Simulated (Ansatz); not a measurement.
```cif
data_structure
_symmetry_space_group_name_H-M 'P 1'
_symmetry_Int_Tables_number 1
_cell_length_a 4.1973
_cell_length_b 4.1973
_cell_length_c 51.3645
_cell_angle_alpha 90.000
_cell_angle_beta 90.000
_cell_angle_gamma 120.000
_cell_volume 783.66
loop_
_atom_site_label
_atom_site_type_symbol
_atom_site_fract_x
_atom_site_fract_y
_atom_site_fract_z
_atom_site_occupancy
Sn1 Sn 0.00000 0.00000 0.19891 1
Sn2 Sn 0.66667 0.33333 0.53224 1
Sn3 Sn 0.33333 0.66667 0.86557 1
Sn4 Sn 0.66667 0.33333 0.13443 1
Sn5 Sn 0.33333 0.66667 0.46776 1
Sn6 Sn 0.00000 0.00000 0.80109 1
Sn7 Sn 0.33333 0.66667 0.06450 1
Sn8 Sn 0.00000 0.00000 0.39783 1
Sn9 Sn 0.66667 0.33333 0.73117 1
Sn10 Sn 0.00000 0.00000 0.00000 1
Sn11 Sn 0.66667 0.33333 0.33333 1
Sn12 Sn 0.33333 0.66667 0.66667 1
Sn13 Sn 0.33333 0.66667 0.26883 1
Sn14 Sn 0.00000 0.00000 0.60217 1
Sn15 Sn 0.66667 0.33333 0.93550 1
Se1 Se 0.00000 0.00000 0.09949 1
Se2 Se 0.66667 0.33333 0.43282 1
Se3 Se 0.33333 0.66667 0.76615 1
Se4 Se 0.66667 0.33333 0.23385 1
Se5 Se 0.33333 0.66667 0.56718 1
Se6 Se 0.00000 0.00000 0.90051 1
S1 S 0.33333 0.66667 0.16667 1
S2 S 0.00000 0.00000 0.50000 1
S3 S 0.66667 0.33333 0.83333 1
S4 S 0.66667 0.33333 0.03227 1
S5 S 0.33333 0.66667 0.36560 1
S6 S 0.00000 0.00000 0.69894 1
S7 S 0.00000 0.00000 0.30106 1
S8 S 0.66667 0.33333 0.63440 1
S9 S 0.33333 0.66667 0.96773 1
```

Space group R-3m; a structure generated by program, which may or may not match a known phase.

The calculation used DFT PBE, scalar-relativistic, plane waves, PAW in Ansatz 0.2.0.

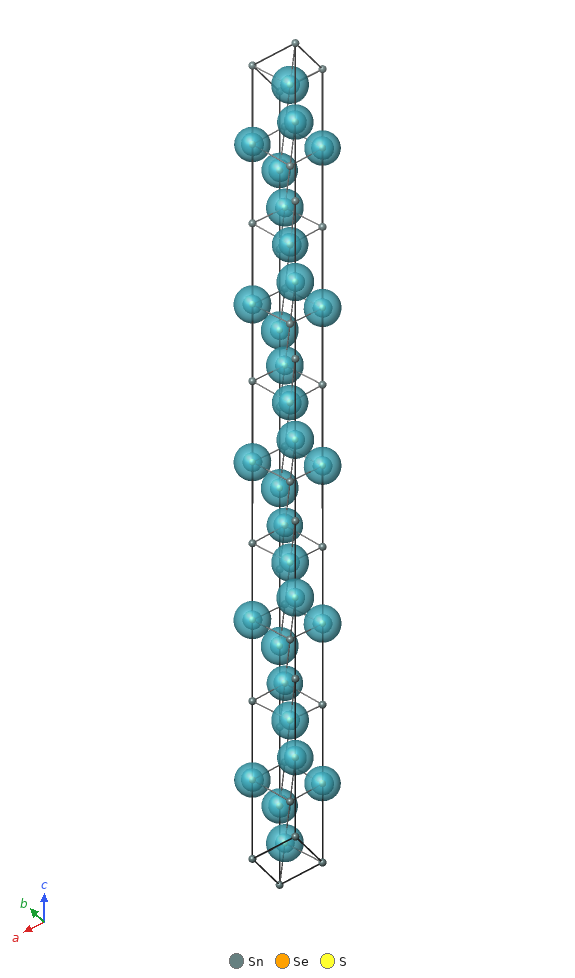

Sn$_{5}$Se$_{2}$S$_{3}$. Isosurface of the electron localisation function at 0.75 (cyan), seen at an oblique angle. Only the valence region is drawn (cores and ρ < 0.01 e/Å³ removed). Sticks mark near contacts.

In a PAW calculation such maps are meaningful between the atoms, not at the nuclei.

### Describe the localisation domains.

At this value the surface marks out nine regions wrapped around S (the valence shell of each) and six regions wrapped around Se (the valence shell of each), counted in one cell of 30 atoms. Any copies at cell faces, edges or corners count once. Profiles from the grid: Sn–S (2.93 Å): the ELF peaks at about 0.85 in the valence shell of S, 0.8 Å from its nucleus, and drops to about 0.30 between the two atoms. Sn–Se (3.02 Å): the ELF is about 0.40 at the midpoint.
